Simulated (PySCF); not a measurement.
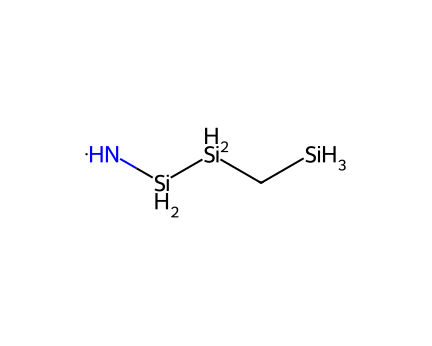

State: neutral, doublet. Computed geometry: GFN2-xTB optimisation. No frequency run is at hand to confirm it as a minimum. Method: UKS B3LYP, pcH-1 on C H N Si, non-relativistic (PySCF 2.14.0).

Question: Estimate the isotropic g value.

Answer: 2.00528.

Question: Give the ⟨S²⟩ of the determinant at this level.

Answer: 0.757.

The geometry is semi-empirical. Around Si such bond lengths and angles can be off by a tenth of an ångström or more and by several degrees, and values that hang on the shape move with them.
